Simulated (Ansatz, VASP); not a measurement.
## Rh (Rh(110)) in two plane-wave programs

Wanted: the spread between two codes on one cell, functional and k mesh.

Calculated with Ansatz 0.2.0; plane waves, with VASP 6.6.1 beside it; band structure at r2SCAN.

## (1) Starting point

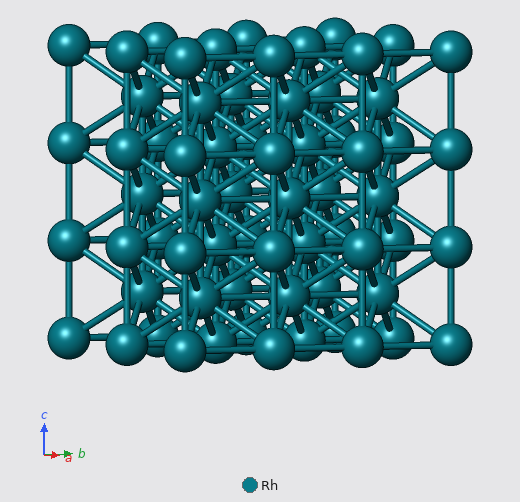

Start, viewed from the side, with the c axis up; rhodium blue. 2×3×1 cells are drawn. Some periodic images of atoms are drawn too.

The cell holds 7 atoms: 7 Rh. Its edges and angles: a = 3.800 Å, b = 2.687 Å, c = 26.061 Å, α = 90.0°, β = 90.0°, γ = 90.0°. Vacuum lies along c.

Coordinates:

```xyz
7
Lattice="3.8000 0.0000 0.0000 0.0000 2.6870 0.0000 0.0000 0.0000 26.0610" Properties=species:S:1:pos:R:3
Rh    0.0000    0.0000    9.0000
Rh    1.9000    1.3435   10.3435
Rh    0.0000    0.0000   11.6870
Rh    1.9000    1.3435   13.0305
Rh    0.0000    0.0000   14.3740
Rh    1.9000    1.3435   15.7175
Rh    0.0000    0.0000   17.0610
```

## (2) VASP: band structure, r2SCAN

The same path points are solved in both programs, so levels can be compared one by one.

Lines of VASP's logs that name or quote its potential files are left out, and so is its time.

INCAR reads:

```
SYSTEM = Rh
PREC = Normal
ENCUT = 300
EDIFF = 1E-06
NELM = 120
ISMEAR = -1
SIGMA = 0.1
LREAL = .FALSE.
ALGO = Normal
METAGGA = R2SCAN
LASPH = .TRUE.
NBANDS = 50
LORBIT = 11
LWAVE = .FALSE.
LCHARG = .TRUE.
IDIPOL = 3
LDIPOL = .TRUE.
DIPOL = 0.5 0.5 0.5
LVHAR = .TRUE.
LVACPOTAV = .TRUE.
LELF = .TRUE.
NEDOS = 1500
```

POSCAR reads:

```
Rh
1.0
    3.8000000000      0.0000000000      0.0000000000
    0.0000000000      2.6870057685      0.0000000000
    0.0000000000      0.0000000000     26.0610173055
Rh
7
Direct
    0.0000000000      0.0000000000      0.3453433876
    0.5000000000      0.5000000000      0.3968955917
    0.0000000000      0.0000000000      0.4484477959
    0.5000000000      0.5000000000      0.5000000000
    0.0000000000      0.0000000000      0.5515522041
    0.5000000000      0.5000000000      0.6031044083
    0.0000000000      0.0000000000      0.6546566124
```

KPOINTS reads:

```
Automatic mesh
0
Gamma
11 15 1
0 0 0
```

KPOINTS_OPT reads:

```
Line mode
14
Line-mode
Reciprocal
  0.00000000   0.00000000   0.00000000 GAMMA
 -0.50000000   0.00000000   0.00000000 X

 -0.50000000   0.00000000   0.00000000 X
 -0.50000000  -0.50000000   0.00000000 S

 -0.50000000  -0.50000000   0.00000000 S
  0.00000000  -0.50000000   0.00000000 Y

  0.00000000  -0.50000000   0.00000000 Y
  0.00000000   0.00000000   0.00000000 GAMMA

  0.00000000   0.00000000   0.00000000 GAMMA
 -0.50000000  -0.50000000   0.00000000 S
```

PAW data sets: Rh (PBE family, release 64).

The run is started by

```
$ mpirun -np 2 vasp_std
```

Numbers of over 12 decimals in the logs are rounded to 6 here.

The log of the run:

```text
[banner, memory and clock lines left out]
running    2 mpi-ranks, on    1 nodes
 distrk:  each k-point on    2 cores,    1 groups
 distr:  one band on    1 cores,    2 groups

 POSCAR found type information on POSCAR Rh
 POSCAR found :  1 types and       7 ions
|                                                                             |
|               ----> ADVICE to this user running VASP <----                  |
|                                                                             |
|     You enforced a specific xc type in the INCAR file but a different       |
|     [... a line on the potential file left out ...]
|     I HOPE YOU KNOW WHAT YOU ARE DOING!                                     |
|                                                                             |

 LDA part: xc-table for (None), standard interpolation
 POSCAR, INCAR and KPOINTS ok, starting setup
 FFT: planning ... GRIDC
 FFT: planning ... GRID_SOFT
 FFT: planning ... GRID
 WAVECAR not read
 entering main loop
       N       E                     dE             d eps       ncg     rms          rms(c)
DAV:   1     0.146051842776E+03    0.14605E+03   -0.20961E+04  4914   0.702E+02
DAV:   2    -0.174687657416E+03   -0.32074E+03   -0.29493E+03  5434   0.203E+02
DAV:   3    -0.184784169066E+03   -0.10097E+02   -0.97823E+01  5340   0.379E+01
DAV:   4    -0.185037970710E+03   -0.25380E+00   -0.25365E+00  7324   0.490E+00
DAV:   5    -0.185041816038E+03   -0.38453E-02   -0.38449E-02  6988   0.652E-01    0.274E+01
DAV:   6    -0.166465456956E+03    0.18576E+02   -0.21468E+01  5206   0.249E+01    0.107E+01
DAV:   7    -0.182336820406E+03   -0.15871E+02   -0.40993E+01  5182   0.481E+01    0.386E+01
DAV:   8    -0.167538608573E+03    0.14798E+02   -0.12521E+01  5288   0.235E+01    0.154E+01
DAV:   9    -0.166395763874E+03    0.11428E+01   -0.48440E+00  5118   0.179E+01    0.907E+00
DAV:  10    -0.165997923167E+03    0.39784E+00   -0.25889E+00  5302   0.977E+00    0.512E+00
DAV:  11    -0.165859041637E+03    0.13888E+00   -0.65319E-01  5022   0.576E+00    0.223E+00
DAV:  12    -0.165839313072E+03    0.19729E-01   -0.16379E-01  5184   0.286E+00    0.167E+00
DAV:  13    -0.165822196719E+03    0.17116E-01   -0.44550E-02  5298   0.141E+00    0.708E-01
DAV:  14    -0.165826709779E+03   -0.45131E-02   -0.15114E-02  5182   0.788E-01    0.634E-01
[...]
DAV:  23    -0.165826597616E+03   -0.98479E-05   -0.26036E-06  4060   0.876E-03    0.209E-03
DAV:  24    -0.165826561093E+03    0.36523E-04   -0.70932E-06  4992   0.179E-02    0.694E-04
DAV:  25    -0.165826563616E+03   -0.25232E-05   -0.34212E-06  4790   0.129E-02    0.438E-04
DAV:  26    -0.165826575061E+03   -0.11445E-04   -0.11001E-06  3954   0.731E-03    0.986E-04
DAV:  27    -0.165826573835E+03    0.12259E-05   -0.62588E-07  3454   0.557E-03    0.519E-04
DAV:  28    -0.165826567497E+03    0.63382E-05   -0.11314E-06  3608   0.764E-03    0.382E-04
DAV:  29    -0.165826559620E+03    0.78770E-05   -0.11191E-06  3578   0.775E-03    0.225E-04
DAV:  30    -0.165826559452E+03    0.16776E-06   -0.19117E-06  4202   0.104E-02
|                                                                             |
|           W    W    AA    RRRRR   N    N  II  N    N   GGGG   !!!           |
|           W    W   A  A   R    R  NN   N  II  NN   N  G    G  !!!           |
|           W    W  A    A  R    R  N N  N  II  N N  N  G       !!!           |
|           W WW W  AAAAAA  RRRRR   N  N N  II  N  N N  G  GGG   !            |
|           WW  WW  A    A  R   R   N   NN  II  N   NN  G    G                |
|           W    W  A    A  R    R  N    N  II  N    N   GGGG   !!!           |
|                                                                             |
|     Did not find any points to average over, which means that no vacuum     |
|     field-free region was found. Please increase the size of  your cell     |
|     in the dimension of the dipole correction to obtain accurate            |
|     workfunction values.                                                    |
|                                                                             |

   1 F= -.16582656E+03 E0= -.16563386E+03  d E =-.385399E+00
 Start KPOINTS_OPT (optional k-point list driver)
k-point batch [1-48\70]
       N       E                     dE             ncg
DAV:   1     0.991529188873E+04   -0.56588E+05     4914
DAV:   2    -0.451504188089E+04   -0.14430E+05     5446
DAV:   3    -0.497960716795E+04   -0.46457E+03     5260
DAV:   4    -0.499253841963E+04   -0.12931E+02     7298
DAV:   5    -0.499272348807E+04   -0.18507E+00     6550
DAV:   6    -0.499273316353E+04   -0.96755E-02     7650
DAV:   7    -0.499273340454E+04   -0.24102E-03     6580
DAV:   8    -0.499273341220E+04   -0.76618E-05     4534
DAV:   9    -0.499273341342E+04   -0.12130E-05     3580
DAV:  10    -0.499273341405E+04   -0.63175E-06     3218
k-point batch [49-70\70]
       N       E                     dE             ncg
DAV:   1     0.554279146425E+05   -0.13446E+05     2264
DAV:   2     0.486491736197E+05   -0.67787E+04     2440
DAV:   3     0.484550237775E+05   -0.19415E+03     2434
DAV:   4     0.484498505136E+05   -0.51733E+01     3436
DAV:   5     0.484497902109E+05   -0.60303E-01     2976
DAV:   6     0.484497865607E+05   -0.36502E-02     3488
DAV:   7     0.484497864787E+05   -0.82009E-04     3024
DAV:   8     0.484497864760E+05   -0.27430E-05     1896
DAV:   9     0.484497864754E+05   -0.62250E-06     1624
```

Parts of OUTCAR (step 2):

```text
ion  position               nearest neighbor table
   1  0.000  0.000  0.345-   2 2.69   2 2.69   2 2.69   2 2.69   3 2.69
   2  0.500  0.500  0.397-   1 2.69   1 2.69   1 2.69   1 2.69   4 2.69   3 2.69   3 2.69   3 2.69
                             3 2.69
   3  0.000  0.000  0.448-   5 2.69   4 2.69   4 2.69   4 2.69   4 2.69   1 2.69   2 2.69   2 2.69
                             2 2.69   2 2.69
   4  0.500  0.500  0.500-   3 2.69   5 2.69   3 2.69   5 2.69   3 2.69   5 2.69   3 2.69   5 2.69
                             2 2.69   6 2.69
   5  0.000  0.000  0.552-   3 2.69   4 2.69   4 2.69   4 2.69   4 2.69   7 2.69   6 2.69   6 2.69
                             6 2.69   6 2.69
   6  0.500  0.500  0.603-   7 2.69   7 2.69   7 2.69   7 2.69   4 2.69   5 2.69   5 2.69   5 2.69
                             5 2.69
   7  0.000  0.000  0.655-   6 2.69   6 2.69   6 2.69   6 2.69   5 2.69

  LATTYP: Found a simple orthorhombic cell.
 ALAT       =     2.6870057685
 B/A-ratio  =     1.4142135624
 C/A-ratio  =     9.6989063481

 Subroutine GETGRP returns: Found  8 space group operations
 (whereof  8 operations were pure point group operations)

The static configuration has the point symmetry D_2h.

 Found     48 irreducible k-points:

   k-points           NKPTS =     48   k-points in BZ     NKDIM =     48   number of bands    NBANDS=     50

   dimension x,y,z NGX =    16 NGY =   12 NGZ =  112
   dimension x,y,z NGXF=    32 NGYF=   24 NGZF=  224

   ENCUT  =  300.0 eV  22.05 Ry    4.70 a.u.   5.37  3.79 36.81*2*pi/ulx,y,z

   NELECT =      63.0000    total number of electrons

 k-points in reciprocal lattice and weights: Automatic mesh
   0.00000000  0.00000000  0.00000000       0.006
   0.09090909  0.00000000  0.00000000       0.012
   0.18181818  0.00000000  0.00000000       0.012
   0.27272727  0.00000000  0.00000000       0.012
   0.36363636  0.00000000  0.00000000       0.012
   0.45454545  0.00000000  0.00000000       0.012
   0.00000000  0.06666667  0.00000000       0.012
   0.09090909  0.06666667  0.00000000       0.024
   0.18181818  0.06666667  0.00000000       0.024
[...]
0.36363636  0.46666667  0.00000000       0.024
   0.45454545  0.46666667  0.00000000       0.024

 dipolmoment           0.000000      0.000000     -0.000000 electrons x Angstroem

 average (electrostatic) potential at core
       1 -76.2537       2 -76.9089       3 -76.9887       4 -76.9233       5 -76.9887
       6 -76.9089       7 -76.2537

 E-fermi :   1.2130

 k-point     1 :       0.0000    0.0000    0.0000
  band No.  band energies     occupation
    ...
     30       0.4712      1.99880
     31       0.5255      1.99794
     32       0.9555      1.85853
     33       1.1409      1.34603
     34       1.3081      0.55756
     35       1.6082      0.03774
     36       1.6216      0.03307
     37       1.9123      0.00184
     38       2.0535      0.00045
     39       2.2134      0.00009
    ...

 k-point     2 :       0.0909    0.0000    0.0000
  band No.  band energies     occupation
    ...
     29       0.3946      1.99944
     30       0.4453      1.99907
     31       0.7009      1.98814
     32       0.9812      1.82081
     33       1.0320      1.71885
     34       1.4683      0.14449
     35       1.5058      0.10164
     36       1.5558      0.06290
     37       1.9505      0.00125
     38       2.0600      0.00042
    ...

 k-point     3 :       0.1818    0.0000    0.0000
  band No.  band energies     occupation
    ...
     30       0.3844      1.99950
     31       0.9237      1.89507
     32       1.0153      1.75673
     33       1.0364      1.70801
     34       1.2026      1.05198
     35       1.4983      0.10911
     36       1.6724      0.02003
     37       1.9560      0.00119
     38       1.9839      0.00090
     39       2.0908      0.00031
    ...

  Total       -4.5930034     -5.1067305     -4.5027796      0.0000000      0.0000000      0.0000000
  in kB      -27.6543712    -30.7475106    -27.1111358      0.0000000      0.0000000      0.0000000
  external PRESSURE =     -28.5043392 kB  Pullay stress =       0.0000000 kB

  energy-cutoff  :      300.00
  volume of cell :      266.10
      direct lattice vectors                 reciprocal lattice vectors
     3.800000000  0.000000000  0.000000000     0.263157895  0.000000000  0.000000000
     0.000000000  2.687005769  0.000000000     0.000000000  0.372161464  0.000000000
     0.000000000  0.000000000 26.061017305     0.000000000  0.000000000  0.038371488

 POSITION                                       TOTAL-FORCE (eV/Angst)
 -----------------------------------------------------------------------------------
      0.00000      0.00000      9.00000        -0.000000     -0.000000      0.991705
      1.90000      1.34350     10.34350        -0.000000     -0.000000     -0.612179
      0.00000      0.00000     11.68701         0.000000     -0.000000     -0.213539
      1.90000      1.34350     13.03051        -0.000000     -0.000000      0.000000
      0.00000      0.00000     14.37401         0.000000     -0.000000      0.213539
      1.90000      1.34350     15.71751        -0.000000      0.000000      0.612179
      0.00000      0.00000     17.06102        -0.000000     -0.000000     -0.991705
 -----------------------------------------------------------------------------------
    total drift:                                0.000000      0.000000      0.000000

  FREE ENERGIE OF THE ION-ELECTRON SYSTEM (eV)
  ---------------------------------------------------
  free  energy   TOTEN  =      -165.8265594521 eV

  energy  without entropy=     -165.4411606344  energy(sigma->0) =     -165.63386004

 vacuum level on the upper side and lower side of the slab         5.864         5.864

 total charge
# of ion       s       p       d       tot
------------------------------------------
    1        0.475   0.323   7.392   8.190
    2        0.531   0.540   7.327   8.399
    3        0.534   0.575   7.362   8.470
    4        0.532   0.571   7.376   8.480
    5        0.534   0.575   7.362   8.470
    6        0.531   0.540   7.327   8.399
    7        0.475   0.323   7.392   8.190
--------------------------------------------------
tot          3.611   3.447  51.539  58.597

[... 3 further parts left out ...]
```

(Continued in part 2 of 2.)

[Lines on the potential files, build, host, timing and source positions are cut from VASP's logs without a mark.]

[Logs are printed without paths, hosts, clocks, repeated set-up lines and the standing remarks that a program may print on its own settings, such as how far it seeks lower states.]

[Hosts, paths, dates, database ids (printed as entryN), source tags and the programs' standing remarks are cut or masked in the printed files.]
